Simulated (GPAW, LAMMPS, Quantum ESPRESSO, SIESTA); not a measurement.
# GPAW runs on amorphous film on crystalline C with 5 % Si on C sites, (100) (216 atoms)

Wanted: GPAW inputs and outputs for amorphous film on crystalline C with 5 % Si on C sites, (100) (216 atoms), checked against a plane-wave reference.

Method: the method is named at each step, in GPAW 26.7.0.

## Step 1: Set-up

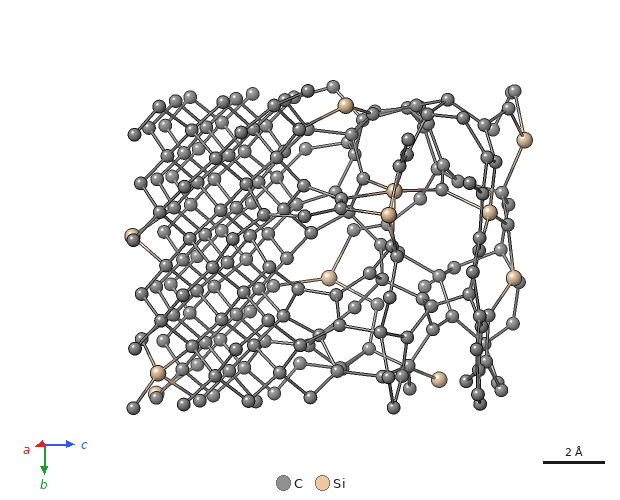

Start, viewed from the side, with the c axis across the page; carbon grey, silicon light orange.

The cell holds 216 atoms: 205 C and 11 Si. Its edges and angles: a = 10.698 Å, b = 10.698 Å, c = 22.983 Å, α = 90.0°, β = 90.0°, γ = 90.0°. It derives from C (diamond C). A 3 x 3 x 3 block of diamond C (a = 3.566 Å), 5 % of C replaced at random by Si with its (100) planes normal to z; the lower 33 % held fixed, the rest melted at 8000 K for 10 ps and cooled to 500 K at 100 K/ps with the Tersoff potential (Tersoff, Phys. Rev. B 39, 5566 (1989)); then all atoms free for 10 ps at 500 K, under 12 Å of vacuum. Minimised at fixed cell. Regions: crystal, 72 atoms (69 C and 3 Si); amorphous, 144 atoms (136 C and 8 Si). Vacuum lies along c.

The yardstick, on the same geometry:

- method: Kohn-Sham DFT, PBE, SSSP efficiency 1.3.0 pseudopotentials, plane waves (Quantum ESPRESSO 7.5); sssp-pbe-1.3.0-efficiency, cutoffs 45/360 Ry, Γ point
- r.m.s. force component: 1.116 eV/Å
- longest force: 5.723 eV/Å
- time: 14 min on 4 MPI ranks of Arm Neoverse V2, shared host
- CPU time: 56 min

## Step 2: PBE, LCAO dzp, h 0.2 Å

Method: Kohn-Sham DFT, PBE, PAW, atomic orbitals (dzp).

File run.py:

```python
import numpy as np
from ase.io import read
from gpaw import GPAW, FermiDirac
from ase.parallel import parprint as print

atoms = read("structure.xyz")
atoms.calc = GPAW(
    mode="lcao",
    basis="dzp",
    h=0.2,
    xc="PBE",
    kpts={"size": (1, 1, 1), "gamma": True},
    occupations=FermiDirac(0.05),
    maxiter=200,
    symmetry={"point_group": False},
    txt="gpaw.txt",
)
energy = atoms.get_potential_energy(force_consistent=True)
forces = atoms.get_forces()
print(f"energy {energy:.6f} eV")
print("forces (eV/A)")
for i, (a, f) in enumerate(zip(atoms, forces)):
    print(f"{i:4d} {a.symbol:2s} {f[0]:10.5f} {f[1]:10.5f} {f[2]:10.5f}")
print(f"Fermi level {atoms.calc.get_fermi_level():.4f} eV")
for k in range(len(atoms.calc.get_ibz_k_points())):
    for s in range(atoms.calc.get_number_of_spins()):
        e = atoms.calc.get_eigenvalues(kpt=k, spin=s)
        n = np.searchsorted(e, atoms.calc.get_fermi_level())
        print(f"k {k} spin {s} levels about the Fermi level:", np.round(e[max(n - 6, 0):n], 4).tolist(), "|", np.round(e[n:n + 6], 4).tolist())
```

File structure.xyz:

```xyz
216
Lattice="10.69800 0.00000 0.00000 0.00000 10.69800 0.00000 0.00000 0.00000 22.98329" Properties=species:S:1:pos:R:3 pbc="T T T"
C 10.63552 1.51794 2.65825
C 0.79636 2.36394 3.41325
C 10.59840 3.21603 4.31167
C 0.79828 4.13082 5.17653
C 1.64632 1.45996 4.30569
C 2.53125 2.37100 5.18296
C 1.66450 3.24192 2.65595
C 2.53992 4.12750 3.39463
C 10.60043 4.98388 2.61688
C 0.77881 5.89321 3.36590
C 10.58760 6.78349 4.25742
C 0.75153 7.70170 5.11608
C 1.66397 5.01629 4.30086
C 2.51585 5.91193 5.23375
C 1.66161 6.78735 2.61274
C 2.54227 7.68683 3.36383
C 10.54042 8.55198 2.66330
C 0.73206 9.45917 3.36429
C 10.56866 10.37909 4.28156
C 0.75785 0.54956 5.19836
C 1.65862 8.59552 4.25719
C 2.55254 9.47993 5.17492
Si 1.63423 10.39332 2.12343
C 2.55811 0.59556 3.37900
C 3.44593 1.49922 2.67503
C 4.30712 2.36223 3.41853
C 3.42122 3.25412 4.30201
C 4.31728 4.14804 5.15883
C 5.20244 1.47814 4.28225
C 6.13156 2.35452 5.15699
C 5.17066 3.19956 2.64928
C 6.08459 4.08632 3.33809
C 3.40079 4.99800 2.62952
C 4.27524 5.87235 3.37831
C 3.41020 6.78039 4.29535
C 4.31589 7.65784 5.16021
C 5.20500 5.00752 4.24317
C 6.10086 5.88005 5.11010
C 5.11963 6.73386 2.61435
C 6.02779 7.61484 3.30546
C 3.43727 8.57231 2.60998
C 4.31889 9.47094 3.36314
C 3.42614 10.36208 4.26731
C 4.30744 0.57170 5.14412
C 5.20490 8.55605 4.25788
C 6.09936 9.44216 5.16986
C 5.20747 10.37888 2.62883
C 6.07903 0.58775 3.38774
C 7.00559 1.43813 2.63182
C 7.91556 2.31676 3.37234
C 7.02409 3.22106 4.24823
C 7.90850 4.09477 5.13791
C 8.80724 1.43086 4.30477
C 9.69175 2.31184 5.22272
C 8.82392 3.18747 2.61665
C 9.70212 4.09455 3.36498
[... 156 atom lines left out ...]
C 1.55025 6.65747 14.14093
C 4.89070 7.62329 13.60082
C 9.17247 9.50282 10.87569
C 3.81362 4.68401 14.08600
```

The run is started by

```bash
$ OMP_NUM_THREADS=1 mpirun -np 4 gpaw python run.py > output.txt
```

Numbers of over 12 decimals in the logs are rounded to 6 here.

Output:

```text
energy -1702.925785 eV
forces (eV/A)
   0 C    -0.68514   -0.15290   -3.05060
   1 C     0.60279    0.33300    0.65544
   2 C    -0.56054   -0.08473    0.78469
   3 C    -0.21808    0.09464   -0.32848
   4 C     0.20940   -0.19287    0.90240
   5 C     0.38110   -0.37378   -1.14399
   6 C    -0.11685    0.26836   -1.93403
   7 C     0.06777    0.03375    0.73869
   8 C     0.31670   -0.13340   -1.72133
   9 C     0.18950   -0.22176    0.95166
  10 C     0.20137   -0.81415   -0.04332
  11 C     0.46711   -0.43763    0.20787
  12 C    -0.18847   -0.19049    0.57201
  13 C    -0.82536    1.07142   -0.78186
  14 C     0.00639   -0.25352   -1.70638
  15 C    -0.15087   -0.07089    0.87525
  16 C     1.84525    1.03644   -1.60439
  17 C    -1.66609   -1.66114    2.02455
  18 C     0.14772   -0.37783    1.07310
  19 C    -0.31280    0.35266   -0.52531
  20 C    -0.31626    0.24669    0.06295
  21 C     0.40137   -1.31462   -0.65432
  22 Si    0.10746    0.20286   -3.07152
  23 C     1.61249    1.60073    2.22108
[...]
208 C     1.49879   -0.11715   -0.37964
 209 C    -0.94667   -0.66191   -1.35460
 210 C     0.29997    0.58495   -0.39326
 211 C     1.89009    2.23983   -1.15042
 212 C     0.06987    0.13478   -0.39764
 213 C     0.89062    1.68423    0.77038
 214 C     1.24236    0.32476    0.12150
 215 C     1.13110    0.05077    0.74470
Fermi level 3.2902 eV
k 0 spin 0 levels about the Fermi level: [3.1015, 3.1049, 3.1692, 3.1977, 3.2105, 3.2506] | [3.2903, 3.3952, 3.4189, 3.4466, 3.4705, 3.5423]
```

gpaw.txt:

```text
Input parameters:
  mode=LCAO(),
  basis={'default': 'dzp'},
  h=0.2,
  kpts=MonkhorstPack(size=(1, 1, 1), gamma=True),
  maxiter=200,
  occupations=Occupations(name='fermi-dirac', width=0.05, fixmagmom=False),
  symmetry=Symmetry(point_group=False),
  xc=XC(name='PBE')
Unit cell  # Å
| periodic |         x |         y |         z |   lengths |    angles |
|----------|-----------|-----------|-----------|-----------|-----------|
|      yes | 10.698000 |  0.000000 |  0.000000 | 10.698000 | 90.000000 |
|      yes |  0.000000 | 10.698000 |  0.000000 | 10.698000 | 90.000000 |
|      yes |  0.000000 |  0.000000 | 22.983290 | 22.983290 | 90.000000 |
Number of symmetries: 1
Symmetry operations  # r_c * U_cc + t_c -> r_c
|   | kind |            matrix            |
|---|------|------------------------------|
| 0 |  E   |  1, 0, 0,  0, 1, 0,  0, 0, 1 |
BZ-sampling:
  Number of BZ points: 1
  Number of IBZ points: 1
  Monkhorst-Pack size: [1, 1, 1]
  Monkhorst-Pack shift: [0, 0, 0]
[... lines left out ...]
      Number of RI-basis functions 0
Reference energy: -297413.550425  # eV
eigensolver:
density mixing:
  MSR1-Mixer
occupation numbers:
  Fermi-Dirac:
    width: 0.0500  # eV
FastPoissonSolver using
    Stencil: 6*3+1=19 point O(h^6) finite-difference Laplacian
xc functional:
  name: PBE with 2 nearest neighbor stencil
interpolation: tri-quintic # 5. degree polynomial
Initialization done in: 7.251 s
convergence criteria:
- Maximum [total energy] change in last 3 cyles: 0.0005 eV / valence electron
- Maximum integral of absolute [dens]ity change: 0.0001 electrons / valence electron
- Maximum integral of absolute [eigenst]ate change: 4e-08 eV^2 / valence electron
maximum number of iterations: 200
SCF iterations
|iter     |      energy | eigst |  dens |
|---------|-------------|-------|-------|
|iter:   1|-1730.817023 |      c|       |
|iter:   2|-1726.593343 |      c| -0.89 |
|iter:   3|-2215.906985 |      c| -0.93 |
|iter:   4|-1935.128287 |      c| -0.67 |
[...]
|iter:  13|-1702.988026 |      c| -1.99 |
|iter:  14|-1702.781124 |      c| -2.22 |
|iter:  15|-1702.766410c|      c| -2.48 |
|iter:  16|-1702.765260c|      c| -2.65 |
|iter:  17|-1702.765167c|      c| -2.66 |
[...]
|iter:  24|-1702.735598c|      c| -3.85 |
|iter:  25|-1702.735740c|      c| -3.96 |
|iter:  26|-1702.735897c|      c| -4.01c|
Converged in 26 steps
SCF loop duration: 694.063 s (26.695 s/step)
Energy contributions relative to reference atoms: (reference = -297413.550425)
Energy contributions:
  Kinetic:        1341.139222
  Coulomb:       -1262.716565
  Zero:             26.076990
  External:          0.000000
  Xc:            -1807.045657
  Entropy:          -0.379774
  Spinorbit:         0.000000
  ----------------------------
  Free energy:   -1702.925785
  Extrapolated:  -1702.735897
dipole moment: (118.416269, 49.368743, 1.774389)  # |e|*Ang
Fermi level: 3.290
Eigenvalues  # (at kpt = [0.000, 0.000, 0.000])
| band index |      eig [eV] | occ [0-2] |
|------------|---------------|-----------|
|          0 |       -18.219 |     2.000 |
|        ... |               |           |
|        424 |         3.026 |     1.990 |
|        425 |         3.063 |     1.979 |
[...]
|        439 |         3.573 |     0.007 |
|        ... |               |           |
|        522 |         9.126 |     0.000 |
Gap: 0.040 eV
Transition (v -> c):
  (s=0, k=0, n=431, [0.00, 0.00, 0.00]) -> (s=0, k=0, n=432, [0.00, 0.00, 0.00])
No difference between direct/indirect transitions
Force computation time: 50.653  # s
```

Elapsed: 13 min, on 4 MPI ranks of Arm Neoverse V2, shared host; peak memory 6.2 GiB; 50 min of CPU time.

Banners, paths, timers and routine set-up lines are dropped from the logs unmarked, and long logs keep their key lines alone; longer cuts are marked.

Compared with the plane-wave run:

```
r.m.s. force component                           : 1.148 eV/Å
r.m.s. difference of force components            : 136.4 meV/Å
longest difference of force vectors              : 554.3 meV/Å
force difference over r.m.s. force               : 12.22 %
slope of forces against the reference's          : 1.021
correlation of force components                  : 0.9931
spacing of highest filled and lowest empty level : 0.0397 eV
```

Length of the force difference by element (eV/Å):

```csv
element,atoms,mean,most
C,205,0.20,0.55
Si,11,0.21,0.38
```

Levels nearest the highest filled one (eV from it): -0.15, -0.15, -0.08, -0.05, -0.04, 0.00, 0.04, 0.14, 0.17, 0.20, 0.22, 0.29.

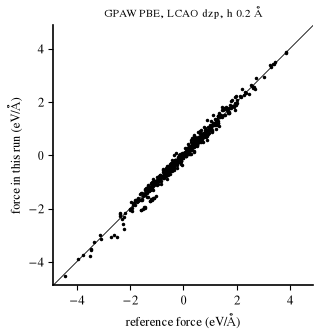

Force components against those of the reference; the line marks equality.

Local excerpt of 10 atoms (numbers count through the whole input) about C94, which bears the longest force; x, y, z are measured from there.

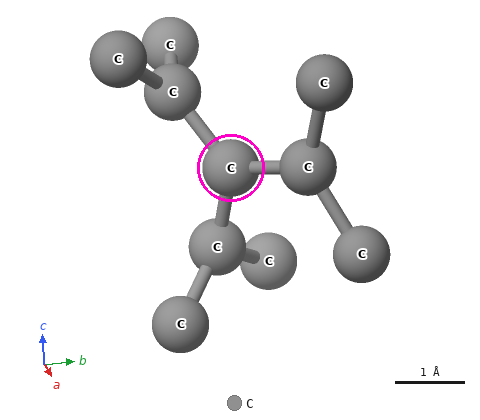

The atoms of the table, within 2.5 Å (arrows a, b, c point along x, y, z); some may hide others; the central atom is ringed.

```csv
atom,x,y,z,distance (Å),Fx,Fy,Fz (eV/Å)
C94,0.00,0.00,0.00,0.00,3.43,3.31,3.38
C156,-0.34,-0.18,-1.31,1.37,-1.56,-1.68,-0.78
C120,-0.68,-0.70,1.01,1.40,0.72,-1.49,1.11
C183,1.00,0.95,0.25,1.40,-0.35,-0.96,-2.16
C195,0.51,-0.92,-2.15,2.39,1.78,-0.70,0.03
C190,-1.27,0.74,-1.93,2.43,0.39,0.49,-0.67
C146,1.55,1.59,-0.98,2.43,-0.07,-0.40,-1.11
C206,0.05,-1.62,1.85,2.46,1.13,0.90,0.96
C76,1.42,1.16,1.66,2.47,-0.90,2.90,1.13
C210,-2.12,-0.44,1.23,2.49,-0.95,-0.66,-1.35
```

Atoms are counted from 1 here, from 0 in the log.

Forces lie 12 % from the reference's, at 0.89 times its CPU time.

## Step 3: PBE, plane waves 450 eV

Method: Kohn-Sham DFT, PBE, PAW, plane waves.

run.py, as its differences from that of step 2:

```diff
@@ -2,3 +2,3 @@
 from ase.io import read
-from gpaw import GPAW, FermiDirac
+from gpaw import GPAW, FermiDirac, PW
 from ase.parallel import parprint as print
@@ -7,5 +7,3 @@
 atoms.calc = GPAW(
-    mode="lcao",
-    basis="dzp",
-    h=0.2,
+    mode=PW(450),
     xc="PBE",
@@ -15,2 +13,3 @@
     symmetry={"point_group": False},
+    nbands=506,
     txt="gpaw.txt",
```

structure.xyz is that of step 2.

Output:

```text
energy -1740.926880 eV
forces (eV/A)
   0 C    -0.64603   -0.18599   -2.50392
   1 C     0.54851    0.31854    0.33909
   2 C    -0.50897   -0.11608    0.73842
   3 C    -0.31301    0.20889   -0.27378
   4 C     0.18171   -0.13216    0.85279
   5 C     0.45796   -0.43574   -1.11817
   6 C    -0.10111    0.26979   -1.43238
   7 C     0.08024    0.04972    0.41169
   8 C     0.28917   -0.11038   -1.25648
   9 C     0.17789   -0.23331    0.66617
  10 C     0.18214   -0.76024   -0.07642
  11 C     0.51567   -0.51361    0.34971
  12 C    -0.21176   -0.21874    0.56737
  13 C    -0.82099    1.03949   -0.73126
  14 C     0.01120   -0.23999   -1.23643
  15 C    -0.13048   -0.04986    0.57324
  16 C     1.82482    1.02718   -1.08503
  17 C    -1.82709   -1.82553    1.85395
  18 C     0.17898   -0.33332    1.04373
  19 C    -0.28852    0.27774   -0.52518
  20 C    -0.32146    0.20095    0.03310
  21 C     0.44166   -1.30150   -0.58190
  22 Si    0.10430    0.19619   -2.82103
  23 C     1.77949    1.75023    2.04068
[...]
208 C     1.41519   -0.13151   -0.05176
 209 C    -0.92192   -0.61748   -1.32258
 210 C     0.36781    0.67781   -0.33767
 211 C     1.74559    2.13319   -1.34868
 212 C    -0.02682    0.40973   -0.57160
 213 C     0.83888    1.94049    0.84002
 214 C     1.18365    0.29154    0.15740
 215 C     1.01139    0.08869    0.70273
Fermi level 3.2202 eV
k 0 spin 0 levels about the Fermi level: [3.0259, 3.0354, 3.1029, 3.1283, 3.1369, 3.1781] | [3.2244, 3.3235, 3.3494, 3.3773, 3.3984, 3.4765]
```

gpaw.txt:

```text
Input parameters:
  mode=PW(ecut=450.000000),
  kpts=MonkhorstPack(size=(1, 1, 1), gamma=True),
  maxiter=200,
  nbands=506,
  occupations=Occupations(name='fermi-dirac', width=0.05, fixmagmom=False),
  symmetry=Symmetry(point_group=False),
  xc=XC(name='PBE')
Diagonalizing LCAO Hamiltonian
Converting LCAO to pw mode
        .-------------------------.
[... lines left out ...]
  Converge bands: occupied
[... lines left out ...]
  Fermi-Dirac:
[... lines left out ...]
convergence criteria:
- Maximum [total energy] change in last 3 cyles: 0.0005 eV / valence electron
[... lines left out ...]
Converged in 30 steps
[... lines left out ...]
  Free energy:   -1740.926880
  Extrapolated:  -1740.737775
dipole moment: (118.593843, 49.711934, 1.249156)  # |e|*Ang
Fermi level: 3.220
Eigenvalues  # (at kpt = [0.000, 0.000, 0.000])
| band index |      eig [eV] | occ [0-2] |
|------------|---------------|-----------|
|          0 |       -18.245 |     2.000 |
|        ... |               |           |
|        424 |         2.957 |     1.990 |
|        425 |         2.991 |     1.980 |
[...]
|        439 |         3.502 |     0.007 |
|        ... |               |           |
|        505 |         7.753 |     0.000 |
Gap: 0.046 eV
Transition (v -> c):
  (s=0, k=0, n=431, [0.00, 0.00, 0.00]) -> (s=0, k=0, n=432, [0.00, 0.00, 0.00])
No difference between direct/indirect transitions
Force computation time: 13.772  # s
timing:  # [seconds]
  Total:  743.588  # ━━━━━━━━━━━━━━━━━━━━━━━━━━━━━━━━━━━━━━━━━━━━━━━━━━━━━━━━
  Init:    45.743  # ━━━╸
  SCF:    684.067  # ━━━━━━━━━━━━━━━━━━━━━━━━━━━━━━━━━━━━━━━━━━━━━━━━━━━╸
  Forces:  13.772  # ━
```

Elapsed: 12 min, on 4 MPI ranks; peak memory 4.8 GiB; 50 min of CPU time.

Numbers from this run, and their distance from the reference:

```
r.m.s. force component                           : 1.121 eV/Å
r.m.s. difference of force components            : 20.13 meV/Å
longest difference of force vectors              : 151.1 meV/Å
force difference over r.m.s. force               : 1.803 %
slope of forces against the reference's          : 1.004
correlation of force components                  : 0.9999
spacing of highest filled and lowest empty level : 0.0463 eV
```

Against the first run (12 %), the force difference from the reference is 1.8 %, at 0.99 times the CPU time.

The difference per atom is largest on Si (0.067 eV/Å on average, against 0.020 on C).

(Continued in part 2 of 2.)

[Also dropped from logs without a mark: logging warnings of Python, and SIESTA's first energy breakdown and zero terms.]

[Logs are printed without paths, hosts, clocks, repeated set-up lines and the standing remarks that a program may print on its own settings, such as how far it seeks lower states.]

[Hosts, paths, dates, database ids (printed as entryN), source tags and the programs' standing remarks are cut or masked in the printed files.]
